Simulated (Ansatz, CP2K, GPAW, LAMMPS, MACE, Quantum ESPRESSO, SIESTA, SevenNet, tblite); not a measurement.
**tblite on ionic liquid Pyr13+ Cl- at 400 K (112 atoms): settings against a plane-wave reference**

How near does tblite come to plane waves for ionic liquid Pyr13+ Cl- at 400 K (112 atoms)?

Main program and level: tblite 0.8.0; the method is named at each step.

## (1) The starting structure

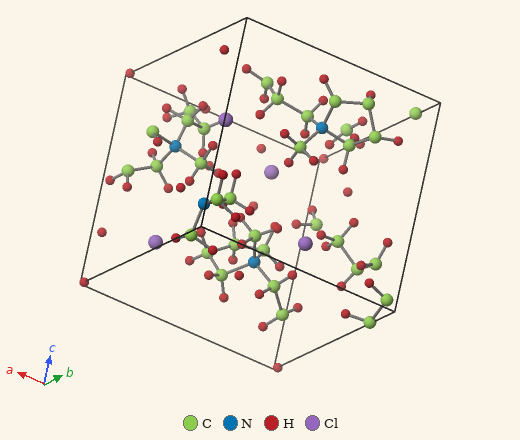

The cell as given, from a free direction (carbon green, nitrogen blue, hydrogen red, chlorine purple). Bonds to atoms that aren't drawn are left out. Some periodic images of atoms are drawn too.

The cell holds 112 atoms: 32 C, 4 N, 72 H and 4 Cl. Cell: a = 10.205 Å, b = 10.205 Å, c = 10.205 Å, α = 90.0°, β = 90.0°, γ = 90.0°. 4 Pyr13+, 4 Cl- placed at random, at 1.02 g/cm³; overlaps pushed apart, then 10 ps at 700 K with Joung-Cheatham ions (J. Phys. Chem. B 112, 9020 (2008)); MMFF94 bonds, angles, torsions, charges and radii (Halgren, J. Comput. Chem. 17, 490 (1996)) in harmonic and 12-6 forms; charges of ions scaled by 0.8. Snapshot after 30 ps at 400 K and fixed volume.

The yardstick, on the same geometry:

* method: Kohn-Sham DFT, PBE, PAW, plane waves (Ansatz 0.2.0); cutoff 420 eV, Γ point, fermi-dirac smearing of 0.05 eV; PAW set soft_2
* r.m.s. force component: 0.9427 eV/Å
* longest force: 3.394 eV/Å
* pressure: 2.023 GPa
* gap (highest filled to lowest empty level): 4.007 eV
* SCF cycles: 9
* time: 4.2 s on 8 threads of Arm Neoverse V2, shared host
* CPU time: 29 s

## (2) GFN2-xTB

Method: GFN2-xTB tight binding, diagonalisation.

The input, run.py:

```python
import numpy as np
from ase.io import read
from tblite.ase import TBLite

atoms = read("structure.xyz")
atoms.calc = TBLite(method="GFN2-xTB", electronic_temperature=580, accuracy=1.0, max_iterations=250, mixer_damping=0.4, verbosity=1)
energy = atoms.get_potential_energy()
forces = atoms.get_forces()
print(f"energy {energy:.6f} eV")
print("forces (eV/A)")
for i, (a, f) in enumerate(zip(atoms, forces)):
    print(f"{i:4d} {a.symbol:2s} {f[0]:10.5f} {f[1]:10.5f} {f[2]:10.5f}")
stress = -atoms.get_stress(voigt=False) * 160.21766
print("stress (GPa, compression positive)")
for row in stress:
    print(" ".join(f"{x:10.4f}" for x in row))
print("charges (e)")
print(np.array2string(atoms.get_charges(), precision=4, suppress_small=True, max_line_width=110, threshold=100000))
```

The input, structure.xyz:

```xyz
112
Lattice="10.20511 0.00000 0.00000 0.00000 10.20511 0.00000 0.00000 0.00000 10.20511" Properties=species:S:1:pos:R:3 pbc="T T T"
C 1.25778 5.87018 4.11439
C 0.19890 6.20961 3.09919
C 0.15012 7.72078 2.95346
N 9.26359 8.16184 2.05674
C 7.94907 7.95233 2.90305
C 9.41768 9.60740 1.80722
C 0.24370 9.69883 0.61965
C 0.10562 8.29441 10.17276
C 9.25583 7.58678 0.68854
H 1.23043 4.79610 4.17797
H 0.92642 6.33533 5.04204
H 2.30105 6.19909 3.91325
H 0.56945 5.77099 2.23400
H 9.39095 5.88508 3.42075
H 1.00653 8.05500 2.44535
H 0.04123 8.18909 3.91846
H 7.70914 6.88865 3.02990
H 7.20675 8.59250 2.43300
H 8.14592 8.40248 3.89917
H 8.52310 9.95958 1.20941
H 9.68169 10.17398 2.74252
H 10.18276 0.31075 0.00337
H 1.33728 9.84171 0.95806
H 1.08103 7.73751 0.13624
H 10.04897 8.44452 9.17735
H 9.41381 6.51770 0.77630
H 8.21338 7.88763 0.29248
C 1.37514 4.62945 9.85630
C 2.07449 3.76487 0.78814
C 3.19563 4.57015 1.48780
N 4.02285 3.82896 2.53924
C 4.84396 4.97652 3.16277
C 3.32156 3.10307 3.60444
C 4.13807 1.88968 3.87539
C 5.37697 1.92295 2.96438
C 4.93233 2.80151 1.80967
H 1.23604 5.66312 10.05009
H 1.96714 4.46749 8.94560
H 0.38820 4.23971 9.67516
H 1.29748 3.54342 1.50383
H 2.41698 2.84304 0.31503
H 3.92162 4.78987 0.74518
H 2.86978 5.43994 1.93295
H 4.23604 5.73833 3.56607
H 5.51545 4.52801 3.91366
H 5.53158 5.25624 2.40330
H 2.31278 2.96805 3.25094
H 3.34738 3.73834 4.57669
H 4.34983 1.65864 4.91754
H 3.63608 1.03021 3.57240
H 6.17491 2.42606 3.49056
H 5.66475 0.94050 2.73599
H 4.31952 2.29237 1.10307
H 5.77466 3.25819 1.34258
C 6.23155 5.68823 9.87008
C 6.14633 6.80242 8.82885
[... 52 atom lines left out ...]
Cl 4.09296 8.40472 2.15369
Cl 8.98029 7.91365 6.33992
Cl 8.61760 3.13532 1.82437
Cl 3.80998 3.19012 7.19215
```

Run with:

```console
OMP_NUM_THREADS=1 python run.py > output.txt
```

The program printed:

```text
------------------------------------------------------------
  cycle        total energy    energy error   density error
------------------------------------------------------------
      1     -135.0041562642  -1.3665449E+02   1.1139242E-01
      2     -135.0753622487  -7.1205985E-02   7.0567533E-02
      3     -135.0755705921  -2.0834339E-04   1.1252471E-02
      4     -135.0808534885  -5.2828964E-03   3.4632634E-03
      5     -135.0809898582  -1.3636970E-04   2.0540237E-03
      6     -135.0810577665  -6.7908311E-05   9.9433403E-04
      7     -135.0810805091  -2.2742583E-05   7.0157476E-04
      8     -135.0811003052  -1.9796058E-05   2.4335031E-04
      9     -135.0811021731  -1.8679302E-06   6.6929870E-05
     10     -135.0811022905  -1.1742728E-07   2.0461763E-05
     11     -135.0811022951  -4.5398281E-09   7.9227959E-06
------------------------------------------------------------
 total:                                   8.120 sec
energy -3675.744019 eV
forces (eV/A)
   0 C     0.02416    0.11314    1.03562
   1 C    -0.38420    1.31609    1.05151
   2 C    -0.61927   -0.60495   -0.92186
   3 N    -2.15607    0.38553    2.26945
   4 C     1.63906    0.91006   -0.70808
   5 C     0.24038    0.67093   -1.52133
   6 C     1.60344   -1.09569    2.22430
   7 C     2.51835    0.75797    1.01745
   8 C    -2.68176    0.04526    1.29958
   9 H     0.34512   -0.29674    0.44219
  10 H     0.36022   -0.24419    0.29860
  11 H    -1.05307    0.06080   -0.18172
  12 H    -0.23917   -0.89293   -1.85404
  13 H     0.96973   -0.33964   -0.26269
  14 H     1.68561    0.43438   -0.13219
  15 H    -0.05073    0.11738    0.28087
  16 H    -0.06497    0.67567   -0.42711
  17 H    -0.41162   -0.64824   -0.02786
  18 H    -0.07418   -0.51568   -0.45279
  19 H     0.35225   -0.06155    1.72461
  20 H    -0.54512   -0.43244   -1.22390
  21 H    -0.06976    0.62431   -0.63205
  22 H    -1.63360   -0.04852   -0.30769
  23 H    -0.94346    0.68970   -0.68737
[...]
104 H    -0.41082    0.25400    0.63829
 105 H     0.45178    0.69195   -0.38321
 106 H    -0.81352   -0.03237   -0.26160
 107 H     0.19212    0.87454   -1.13478
 108 Cl   -0.05723   -0.12749   -0.13250
 109 Cl   -0.09402    0.11490    0.04479
 110 Cl    0.02034    0.08776    0.11175
 111 Cl    0.06929    0.10783   -0.11253
stress (GPa, compression positive)
   -1.7291     0.2449    -0.2210
    0.2449    -0.4668     0.1152
   -0.2210     0.1152    -0.8389
charges (e)
[-0.1051 -0.0581 -0.0321  0.087  -0.0806 -0.0266 -0.0658 -0.0636 -0.0102  0.0417  0.056   0.0339  0.0623
  0.0594  0.0907  0.099   0.0964  0.0926  0.1146  0.0869  0.0896  0.0628  0.0547  0.0448  0.0903  0.0928
  0.0678 -0.1035 -0.0579 -0.0362  0.0797 -0.0745 -0.0201 -0.0694 -0.0591 -0.0199  0.0317  0.0589  0.0453
  0.0655  0.0488  0.0834  0.0981  0.106   0.0811  0.0945  0.0733  0.0982  0.0668  0.0672  0.0573  0.0793
  0.0801  0.1044 -0.0987 -0.0545 -0.0312  0.0893 -0.0753 -0.0177 -0.0583 -0.0576 -0.0191  0.0448  0.0436
  0.0498  0.0418  0.0622  0.0927  0.0857  0.1176  0.0856  0.0888  0.0739  0.0906  0.0661  0.0799  0.0616
  0.0683  0.0852  0.0797 -0.1042 -0.0548 -0.0302  0.0992 -0.0749 -0.0144 -0.0585 -0.0614 -0.0304  0.0611
  0.0467  0.0101  0.0678  0.0597  0.0843  0.0707  0.0901  0.097   0.0973  0.0972  0.0768  0.0508  0.0657
  0.092   0.0517  0.0935  0.1001 -0.992  -0.9795 -0.9866 -0.9799]
```

The job ended after 8.6 s (1 thread of Arm Neoverse V2, shared host; peak memory 0.17 GiB).

Banners, paths, timers and routine set-up lines are dropped from the logs unmarked, and long logs keep their key lines alone; longer cuts are marked.

Numbers from this run, and their distance from the reference:

- r.m.s. force component: 0.9003 eV/Å
- r.m.s. difference of force components: 273.2 meV/Å
- longest difference of force vectors: 1169 meV/Å
- force difference over r.m.s. force: 28.98 %
- slope of forces against the reference's: 0.9141
- correlation of force components: 0.9571
- pressure: -1.012 GPa
- pressure difference: -3.035 GPa

Length of the force difference by element (eV/Å):

```
element  atoms  mean  most
      C     32  0.66   1.2
     Cl      4  0.11  0.18
      H     72  0.29  0.52
      N      4  0.27  0.43
```

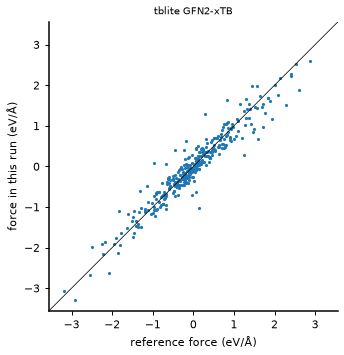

Force components against those of the reference; the line marks equality.

Local excerpt of 9 atoms (numbers count through the whole input) about N4, picked at random; x, y, z are measured from there.

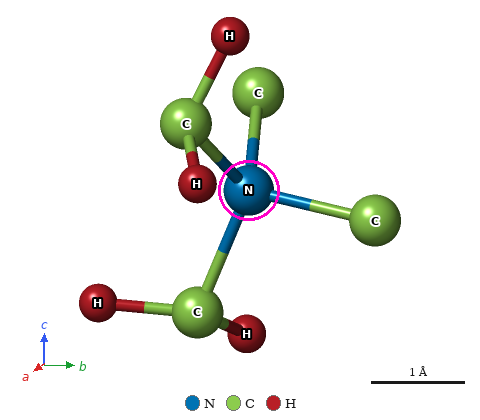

The atoms of the table, within 2.1 Å (arrows a, b, c point along x, y, z); some may hide others; the central atom is ringed.

```
atom      x      y      z  distance (Å)  bonds  Mulliken charge (e)     Fx     Fy  Fz (eV/Å)
  N4   0.00   0.00   0.00          0.00      4                 0.09  -2.16   0.39       2.27
  C6   0.15   1.45  -0.25          1.48      4                -0.03   0.24   0.67      -1.52
  C3   1.09  -0.44   0.90          1.48      4                -0.03  -0.62  -0.60      -0.92
  C9  -0.01  -0.58  -1.37          1.48      4                -0.01  -2.68   0.05       1.30
  C5  -1.31  -0.21   0.85          1.58      4                -0.08   1.64   0.91      -0.71
 H15   1.95  -0.11   0.39          1.99      1                 0.09   1.69   0.43      -0.13
 H27  -1.05  -0.27  -1.76          2.07      1                 0.07   1.42  -0.88       0.37
 H26   0.15  -1.64  -1.28          2.09      1                 0.09  -0.42  -0.14      -0.28
 H16   0.98   0.03   1.86          2.11      1                 0.10  -0.05   0.12       0.28
```

Atoms are counted from 1 here, from 0 in the log.

Forces lie 29 % from the reference's, at 0.30 times its CPU time (on 1 against 8 cores).

Left out of this page: tblite IPEA1-xTB (killed or ended with an error).

## (3) Summary of results

```yaml
force_difference_from_the_reference: tblite GFN2-xTB, 29 %
its_cpu_time: 8.6 s
```

In words: Tight binding differs by 29 % (tblite GFN2-xTB); it is another model, with fitted parameters of its own, and the xTB methods hold dispersion. One electronic-structure run takes under half the reference's CPU time: tblite GFN2-xTB, at 29 % in 8.6 s against 29 s; its pressure misses by -3.0 GPa. Periodic xTB results under one method name differ between programs and library versions. The network of contacts between molecules at the start is that of the classical potential that made the cell, and needn't be the one that DFT or experiment would give. The reference's PBE has no dispersion term, which matters for the binding between molecules or layers. The density was typed from a rule of thumb and may lie off the real one at this temperature. The electronic-structure runs sample only Γ, in a cell whose shortest periodic width is 10 Å.

[Also dropped from logs without a mark: logging warnings of Python, and SIESTA's first energy breakdown and zero terms.]

[Logs are printed without paths, hosts, clocks, repeated set-up lines and the standing remarks that a program may print on its own settings, such as how far it seeks lower states.]

[Hosts, paths, dates, database ids (printed as entryN), source tags and the programs' standing remarks are cut or masked in the printed files.]

[The MMFF94 radii named for the starting cell were scaled by 0.96; in molecules described by MMFF94, hydrogen bound to N, O or S took a small fixed 12-6 site in their place.]
